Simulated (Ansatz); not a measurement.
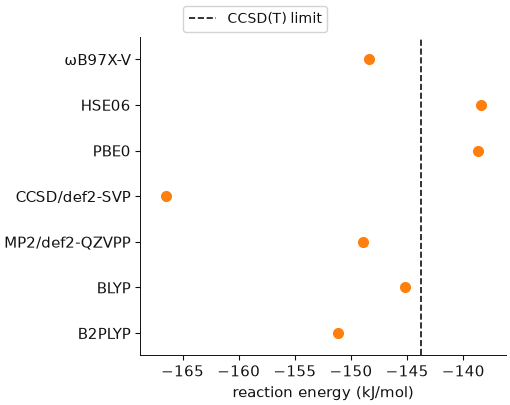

Electronic reaction energy of B₂SiH₄S (B[SiH]1BS1) + AlBH₄O ([BH2][AlH][OH]) → AlB₂H₅O (B[O][AlH][BH2]) + BSiH₃S (B1[SiH2]S1) (SMILES in brackets) at several levels (functionals in def2-TZVPP unless a basis is named), isolated molecules at PBE0-D4 triple-zeta geometries, minima by their frequencies, no zero-point or thermal terms, the Ansatz code. The line is frozen-core CCSD(T) at the basis limit (MP2 extrapolated from triple and quadruple zeta, plus CCSD(T) less MP2 in a smaller set). B2PLYP holds a correlation term that converges slowly with the basis, so part of the distance to the limit is basis error. No dispersion term is added to HSE06, PBE0, BLYP and B2PLYP. The distance of CCSD/def2-SVP and MP2/def2-QZVPP to the limit includes basis error.

Which level comes closest to the line (CCSD(T) limit), and which misses most?

Closest BLYP (−145.2 kJ/mol), against −143.7 kJ/mol; farthest CCSD/def2-SVP (−166.5 kJ/mol).

Give the values.

```tsv
level	kJ/mol	less CCSD(T) limit
ωB97X-V	−148.4	−4.6
HSE06	−138.5	5.3
PBE0	−138.7	5.0
CCSD/def2-SVP	−166.5	−22.8
MP2/def2-QZVPP	−148.9	−5.2
BLYP	−145.2	−1.5
B2PLYP	−151.1	−7.4
CCSD(T) limit	−143.7	0.0
```

Known limits of this run: one conformer of each flexible molecule.
